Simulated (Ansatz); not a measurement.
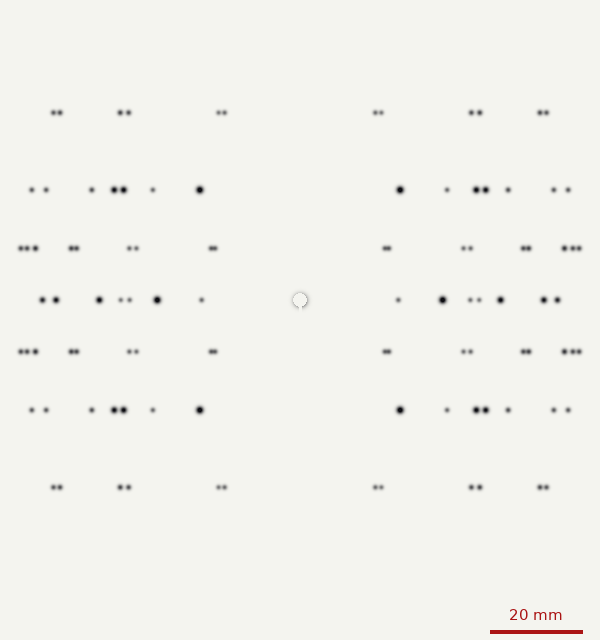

Simulated X-ray rotation photograph: Cu Kα radiation (λ = 1.5418 Å), cylindrical film of radius 57.3 mm unrolled, rotation axis vertical and normal to the beam, kinematic intensities without Lorentz or polarisation factors, the film spanning ±63° about the beam; spots down to d = 1.50 Å.

Q: Measure the layer lines and find the identity period along the axis.

A: The first layer line lies 11.4 mm from the equator, so tan ν = 0.198, sin ν = 0.194 and the period is λ/sin ν = 7.93 Å. Further lines follow at 24.2, 41.2 mm.

The crystal is As₃P, space group R3 (No. 146), a = 7.928 Å, c = 5.134 Å (hexagonal axes). Structure: the end point of a relaxation with DFT PBE, scalar-relativistic, plane waves, PAW (Ansatz); the starting structure was generated, so it need not be a known form of this composition.

Q: About which axis was it rotated?

A: About [100] (or an equivalent direction), whose length in the conventional cell is 7.928 Å.
